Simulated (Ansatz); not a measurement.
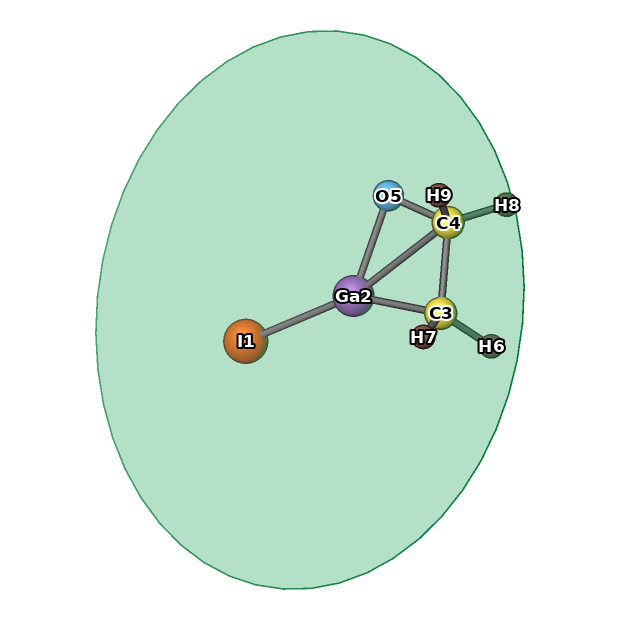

A disc through the centre of mass is drawn in. Distant atoms are faded towards the background colour. Computed geometry: PBE0-D4/def2-TZVP optimisation.

Is the plane of the disc a mirror plane of the structure?

Yes. The reflection leaves I1, Ga2, C3, C4, O5 in place and moves H6 ↔ H7; H8 ↔ H9. The point group is Cs.
